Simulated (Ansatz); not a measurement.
One crystal and one scan (frozen-phonon scan) at two levels, PBE (plane waves to 420 eV, PAW, scalar-relativistic; Ansatz, an electronic-structure program) and r2SCAN (plane waves to 500 eV, PAW, scalar-relativistic; Ansatz), each from its own relaxed cell and on its own mesh. The cell shown is that of PBE.

Starting cell, AlN (zinc blende):

```xyz
4
Lattice="0.0000 4.4032 4.4032 2.2016 2.2016 4.4032 2.2016 2.2016 0.0000" Properties=species:S:1:pos:R:3 pbc="T T T"
N      3.3024     7.7056     7.7056
N      3.3024     5.5040     5.5040
Al     0.0000     0.0000     0.0000
Al     2.2016     4.4032     6.6048
```

The atoms are displaced by Q × the pattern below (from a DFPT mode at X = (0.5, 0.5, 0.0), largest move 1; Q in Å), at fixed cell. It is one choice among 2 degenerate patterns. (q is in reciprocal vectors of the primitive cell; the cell shown is doubled to hold the pattern.)

```tsv
atom	x	y	z
N1	0.000	1.000	0.000
N2	0.000	-1.000	0.000
Al3	-0.344	0.000	0.000
Al4	0.344	0.000	0.000
```

AlN was relaxed with its symmetry unable to fall. Percentages come from the unrounded values.

| quantity | PBE | r2SCAN | PBE − r2SCAN |
|---|---|---|---|
| Lattice constant a (Å) | 4.403 | 4.370 | +0.033 (+0.8 %) |
| Band gap of the relaxed cell, no spin-orbit coupling (eV) | 3.31 | 3.94 | -0.63 (-16 %) |
| Harmonic wavenumber from the curvature (finite differences) (cm⁻¹ (negative: imaginary)) | 638 | 667 | -29 (-4.2 %) |

PBE gives the higher value for: lattice constant a. PBE gives the lower value for: band gap of the relaxed cell, no spin-orbit coupling; harmonic wavenumber from the curvature. Both give the same shape of the curve: a single well with its minimum at or next to zero displacement.

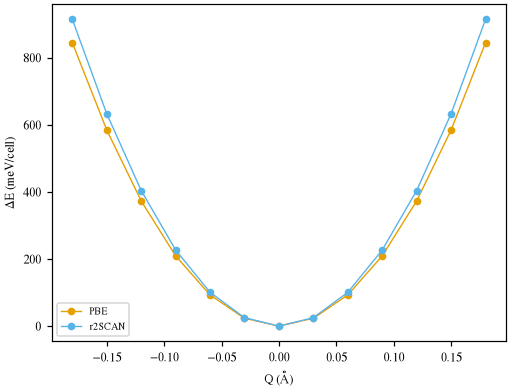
Fig. 1. ΔE, each from the undisplaced structure of its own level.

(For displaced atoms, the force is minus the slope of the energy, and its curvature is a force constant, which sets phonon frequencies.)
